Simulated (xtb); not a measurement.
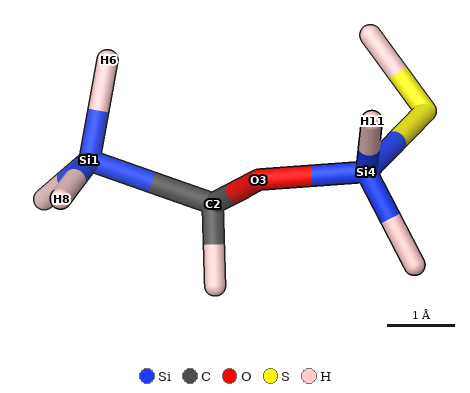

Figure 1. The starting structure (stick view, seen at a tilt; atoms are numbered from 1 in the order of the input). Bond lengths as drawn: C–H 1.07 to 1.23 Å, C–O 1.35 Å, C–Si 1.97 Å, H–S 1.41 Å, H–Si 1.33 to 1.57 Å, O–Si 1.63 Å and S–Si 2.05 Å.

**Run report: CH$_{8}$OSSi$_{2}$, geometry relaxation (part 1 of 4)**

The run: geometry relaxation of CH$_{8}$OSSi$_{2}$. Method and program: GFN2-xTB (xtb 6.7.1).

**Output**
```
* xtb version 6.7.1
   ID    Z sym.   atoms
    1   14 si     1, 4
    2    6 c      2
    3    8 o      3
    4   16 s      5
    5    1 h      6-13

           -------------------------------------------------
          |                Calculation Setup                |
           -------------------------------------------------

          program call               : xtb struc.tmol -I input.inp --gfn 2 --opt normal --chrg 0 -P 1
          coordinate file            : struc.tmol
          omp threads                :                     1

           -------------------------------------------------
          |                 G F N 2 - x T B                 |
           -------------------------------------------------

      * Hamiltonian:
        H0-scaling (s, p, d)           1.850000    2.230000    2.230000
        zeta-weighting                 0.500000
      * Dispersion:
        s8                             2.700000
        a1                             0.520000
        a2                             5.000000
        s9                             5.000000
      * Repulsion:
        kExp                           1.500000    1.000000
        rExp                           1.000000
      * Coulomb:
        alpha                          2.000000
        third order                    shell-resolved
        anisotropic                    true
        a3                             3.000000
        a5                             4.000000
        cn-shift                       1.200000
        cn-exp                         4.000000
        max-rad                        5.000000

          ...................................................
          :                      SETUP                      :
          :.................................................:
          :  # basis functions                  46          :
          :  # atomic orbitals                  43          :
          :  # shells                           21          :
          :  # electrons                        32          :
          :  max. iterations                   250          :
          :  Hamiltonian                  GFN2-xTB          :
          :  restarted?                      false          :
          :  GBSA solvation                  false          :
          :  PC potential                    false          :
          :  electronic temp.          300.0000000     K    :
          :  accuracy                    1.0000000          :
          :  -> integral cutoff          0.2500000E+02      :
          :  -> integral neglect         0.1000000E-07      :
          :  -> SCF convergence          0.1000000E-05 Eh   :
          :  -> wf. convergence          0.1000000E-03 e    :
          :  Broyden damping             0.4000000          :
          :  net charge                          0          :
          :  unpaired electrons                  0          :
          ...................................................

 iter      E             dE          RMSdq      gap      omega  full diag
   1    -16.9974636 -0.169975E+02  0.869E+00    5.09       0.0  T
   2    -17.1451034 -0.147640E+00  0.420E+00    4.27       1.0  T
   3    -17.1462373 -0.113391E-02  0.317E+00    4.52       1.0  T
   4    -17.1531942 -0.695692E-02  0.928E-01    4.61       1.0  T
   5    -17.1542567 -0.106255E-02  0.674E-01    4.71       1.0  T
   6    -17.1554019 -0.114519E-02  0.140E-01    4.65       1.0  T
   7    -17.1553970  0.497557E-05  0.511E-02    4.65       1.0  T
   8    -17.1554034 -0.645430E-05  0.212E-02    4.64       1.3  T
   9    -17.1554043 -0.913074E-06  0.798E-03    4.64       3.5  T
  10    -17.1554044 -0.452228E-07  0.429E-03    4.64       6.5  T
  11    -17.1554044 -0.183444E-07  0.196E-03    4.64      14.2  T
  12    -17.1554044 -0.367658E-08  0.454E-04    4.64      61.1  T
  13    -17.1554044 -0.277424E-09  0.368E-04    4.64      75.4  T

   *** convergence criteria satisfied after 13 iterations ***

         #    Occupation            Energy/Eh            Energy/eV
      -------------------------------------------------------------
         1        2.0000           -0.7807084             -21.2442
       ...           ...                  ...                  ...
        10        2.0000           -0.4455122             -12.1230
        11        2.0000           -0.4420204             -12.0280
        12        2.0000           -0.4368938             -11.8885
        13        2.0000           -0.4289621             -11.6727
        14        2.0000           -0.4099194             -11.1545
        15        2.0000           -0.3898416             -10.6081
        16        2.0000           -0.3810513             -10.3689 (HOMO)
        17                         -0.2103871              -5.7249 (LUMO)
        18                         -0.1982261              -5.3940
        19                         -0.1965415              -5.3482
        20                         -0.1837402              -4.9998
        21                         -0.1776577              -4.8343
       ...                                ...                  ...
        43                          1.0910544              29.6891
      -------------------------------------------------------------
                  HL-Gap            0.1706642 Eh            4.6440 eV
             Fermi-level           -0.2957192 Eh           -8.0469 eV

 SCC (total)                   0 d,  0 h,  0 min,  0.025 sec
 SCC setup                      ...        0 min,  0.000 sec (  0.663%)
 Dispersion                     ...        0 min,  0.000 sec (  0.344%)
 classical contributions        ...        0 min,  0.000 sec (  0.123%)
 integral evaluation            ...        0 min,  0.004 sec ( 14.204%)
 iterations                     ...        0 min,  0.013 sec ( 52.649%)
 molecular gradient             ...        0 min,  0.008 sec ( 30.843%)
 printout                       ...        0 min,  0.000 sec (  1.061%)

         :::::::::::::::::::::::::::::::::::::::::::::::::::::
         ::                     SUMMARY                     ::
         :::::::::::::::::::::::::::::::::::::::::::::::::::::
         :: total energy             -17.026051175773 Eh    ::
         :: gradient norm              0.171239206227 Eh/a0 ::
         :: HOMO-LUMO gap              4.644008401354 eV    ::
         ::.................................................::
         :: SCC energy               -17.155386535105 Eh    ::
         :: -> isotropic ES            0.051391696106 Eh    ::
         :: -> anisotropic ES         -0.000764723031 Eh    ::
         :: -> anisotropic XC          0.001104489328 Eh    ::
         :: -> dispersion             -0.009573542935 Eh    ::
         :: repulsion energy           0.129335359332 Eh    ::
         :: add. restraining           0.000000000000 Eh    ::
         :: total charge               0.000000000000 e     ::
         :::::::::::::::::::::::::::::::::::::::::::::::::::::

      -----------------------------------------------------------
     |                   =====================                   |
     |                        A N C O P T                        |
     |                   =====================                   |
     |               Approximate Normal Coordinate               |
     |                Rational Function Optimizer                |
      -----------------------------------------------------------
      -----------------------------------------------------------
     |                   =====================                   |
     |                        A N C O P T                        |
     |                   =====================                   |
     |               Approximate Normal Coordinate               |
     |                Rational Function Optimizer                |
      -----------------------------------------------------------

          ...................................................
          :                      SETUP                      :
          :.................................................:
          :   optimization level            normal          :
          :   max. optcycles                   200          :
          :   ANC micro-cycles                  20          :
          :   degrees of freedom                33          :
          :.................................................:
          :   RF solver                   davidson          :
          :   write xtbopt.log                true          :
          :   linear?                        false          :
          :   energy convergence         0.5000000E-05 Eh   :
          :   grad. convergence          0.1000000E-02 Eh/α :
          :   maxmium RF displ.          1.0000000          :
          :   Hlow (freq-cutoff)         0.1000000E-01      :
          :   Hmax (freq-cutoff)         5.0000000          :
          :   S6 in model hess.         20.0000000          :
          ...................................................

generating ANC from exact Hessian ...
Using Swart-Hessian
 Shifting diagonal of input Hessian by    0.0000000000000000
 Lowest  eigenvalues of input Hessian
    0.000000    0.000000    0.000000    0.000000    0.000000    0.000000
    0.016561    0.036613    0.064898    0.080590    0.088100    0.112203
    0.125698    0.138417    0.154715    0.169672    0.212539    0.239532
 Highest eigenvalues
    1.201634    1.236311    1.360345    1.498044    1.713101    1.759450

........................................................................
.............................. CYCLE    1 ..............................
........................................................................

 iter      E             dE          RMSdq      gap      omega  full diag
   1    -17.1554044 -0.171554E+02  0.652E-05    4.64       0.0  T
   2    -17.1554044 -0.643752E-11  0.403E-05    4.64     688.3  T
   3    -17.1554044 -0.158451E-11  0.265E-05    4.64    1045.5  T
     SCC iter.                  ...        0 min,  0.004 sec
     gradient                   ...        0 min,  0.007 sec
 * total energy  :   -17.0260512 Eh     change       -0.2253167E-09 Eh
   gradient norm :     0.1712389 Eh/α   predicted     0.0000000E+00 (-100.00%)
   displ. norm   :     0.1883883 α      lambda       -0.2691093E-01
   maximum displ.:     0.1008680 α      in ANC's #28, #23, #17, ...

........................................................................
.............................. CYCLE    2 ..............................
........................................................................

 iter      E             dE          RMSdq      gap      omega  full diag
   1    -17.1668494 -0.171668E+02  0.462E-01    4.76       0.0  T
   2    -17.1669327 -0.832973E-04  0.297E-01    4.68       1.0  T
   3    -17.1669329 -0.213165E-06  0.133E-01    4.64       1.0  T
   4    -17.1669564 -0.235509E-04  0.582E-02    4.61       1.0  T
   5    -17.1669602 -0.382396E-05  0.233E-02    4.63       1.2  T
   6    -17.1669603 -0.512272E-08  0.115E-02    4.63       2.4  T
   7    -17.1669605 -0.275260E-06  0.624E-03    4.63       4.4  T
   8    -17.1669606 -0.263210E-07  0.226E-03    4.63      12.2  T
   9    -17.1669606 -0.244551E-08  0.860E-04    4.63      32.3  T
  10    -17.1669606 -0.332538E-09  0.481E-04    4.63      57.7  T
     SCC iter.                  ...        0 min,  0.009 sec
     gradient                   ...        0 min,  0.008 sec
 * total energy  :   -17.0465657 Eh     change       -0.2051453E-01 Eh
   gradient norm :     0.0964119 Eh/α   predicted    -0.1393301E-01 ( -32.08%)
   displ. norm   :     0.2586456 α      lambda       -0.2110531E-01
   maximum displ.:     0.1145792 α      in ANC's #28, #17, #23, ...

........................................................................
.............................. CYCLE    3 ..............................
........................................................................

 iter      E             dE          RMSdq      gap      omega  full diag
   1    -17.1865858 -0.171866E+02  0.637E-01    4.80       0.0  T
   2    -17.1867198 -0.134066E-03  0.422E-01    4.69       1.0  T
   3    -17.1867184  0.145103E-05  0.164E-01    4.63       1.0  T
   4    -17.1867515 -0.331019E-04  0.833E-02    4.60       1.0  T
   5    -17.1867635 -0.119993E-04  0.283E-02    4.62       1.0  T
   6    -17.1867637 -0.163190E-06  0.155E-02    4.62       1.8  T
   7    -17.1867641 -0.448153E-06  0.734E-03    4.62       3.8  T
   8    -17.1867641 -0.280414E-07  0.303E-03    4.62       9.2  T
   9    -17.1867641 -0.276913E-08  0.101E-03    4.62      27.4  T
  10    -17.1867641 -0.576826E-09  0.484E-04    4.62      57.3  T
  11    -17.1867641 -0.225100E-09  0.161E-04    4.62     171.9  T
     SCC iter.                  ...        0 min,  0.011 sec
     gradient                   ...        0 min,  0.007 sec
 * total energy  :   -17.0584540 Eh     change       -0.1188834E-01 Eh
   gradient norm :     0.0279470 Eh/α   predicted    -0.1125860E-01 (  -5.30%)
   displ. norm   :     0.0658358 α      lambda       -0.1102661E-02
   maximum displ.:     0.0314690 α      in ANC's #17, #10, #8, ...

........................................................................
.............................. CYCLE    4 ..............................
........................................................................

 iter      E             dE          RMSdq      gap      omega  full diag
   1    -17.1898692 -0.171899E+02  0.174E-01    4.68       0.0  T
   2    -17.1898725 -0.322799E-05  0.118E-01    4.67       1.0  T
   3    -17.1898732 -0.738739E-06  0.243E-02    4.66       1.1  T
   4    -17.1898734 -0.142491E-06  0.118E-02    4.66       2.4  T
   5    -17.1898735 -0.176167E-06  0.356E-03    4.66       7.8  T
   6    -17.1898736 -0.258510E-07  0.187E-03    4.66      14.8  T
   7    -17.1898736 -0.800839E-09  0.887E-04    4.66      31.3  T
   8    -17.1898736 -0.956078E-09  0.437E-04    4.66      63.5  T
     SCC iter.                  ...        0 min,  0.008 sec
     gradient                   ...        0 min,  0.007 sec
 * total energy  :   -17.0593172 Eh     change       -0.8631437E-03 Eh
   gradient norm :     0.0218368 Eh/α   predicted    -0.5537194E-03 ( -35.85%)
   displ. norm   :     0.1129286 α      lambda       -0.1445093E-02
   maximum displ.:     0.0510934 α      in ANC's #17, #8, #10, ...

........................................................................
.............................. CYCLE    5 ..............................
........................................................................

 iter      E             dE          RMSdq      gap      omega  full diag
   1    -17.1923967 -0.171924E+02  0.313E-01    4.71       0.0  T
   2    -17.1924075 -0.107603E-04  0.205E-01    4.71       1.0  T
   3    -17.1924061  0.139763E-05  0.506E-02    4.71       1.0  T
   4    -17.1924102 -0.409842E-05  0.210E-02    4.72       1.3  T
   5    -17.1924103 -0.151822E-06  0.799E-03    4.71       3.5  T
   6    -17.1924104 -0.730669E-07  0.271E-03    4.72      10.2  T
   7    -17.1924104 -0.157998E-07  0.119E-03    4.72      23.4  T
   8    -17.1924104 -0.158430E-08  0.413E-04    4.72      67.1  T
   9    -17.1924104 -0.590354E-10  0.224E-04    4.71     124.0  T
     SCC iter.                  ...        0 min,  0.009 sec
     gradient                   ...        0 min,  0.007 sec
 * total energy  :   -17.0601541 Eh     change       -0.8369592E-03 Eh
   gradient norm :     0.0099203 Eh/α   predicted    -0.7317615E-03 ( -12.57%)
   displ. norm   :     0.0279363 α      lambda       -0.1625110E-03
   maximum displ.:     0.0119012 α      in ANC's #17, #8, #10, ...

........................................................................
.............................. CYCLE    6 ..............................
........................................................................

 iter      E             dE          RMSdq      gap      omega  full diag
   1    -17.1923849 -0.171924E+02  0.849E-02    4.72       0.0  T
   2    -17.1923860 -0.110651E-05  0.537E-02    4.72       1.0  T
   3    -17.1923854  0.601437E-06  0.167E-02    4.72       1.7  T
   4    -17.1923863 -0.927468E-06  0.485E-03    4.73       5.7  T
   5    -17.1923863 -0.110791E-07  0.249E-03    4.73      11.1  T
   6    -17.1923863 -0.788683E-08  0.997E-04    4.73      27.8  T
   7    -17.1923863 -0.412985E-09  0.389E-04    4.73      71.3  T
     SCC iter.                  ...        0 min,  0.006 sec
     gradient                   ...        0 min,  0.006 sec
 * total energy  :   -17.0602719 Eh     change       -0.1177425E-03 Eh
   gradient norm :     0.0062550 Eh/α   predicted    -0.8131843E-04 ( -30.94%)
   displ. norm   :     0.0309108 α      lambda       -0.1166073E-03
   maximum displ.:     0.0110458 α      in ANC's #1, #17, #5, ...

........................................................................
.............................. CYCLE    7 ..............................
........................................................................
```
